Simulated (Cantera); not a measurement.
A closed system holds: 1 mol Ti, 140 mol H2, held at 13.3 mbar.

Method: chemical equilibrium by Gibbs-energy minimisation in Cantera with the NASA 1993 tables (ideal gas, pure condensed phases). Candidate condensed phases: Ti; 3 gas species. The numbers say what is thermodynamically allowed, not how fast it happens.

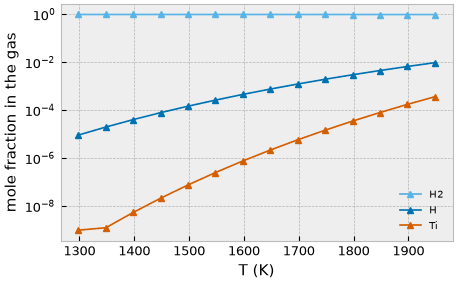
Fig. 1. Equilibrium gas composition (values under 1e-9 drawn at 1e-9)

From 1298 K to 1898 K the condensed part is Ti(β). At 1948 K the condensed part is Ti(l).
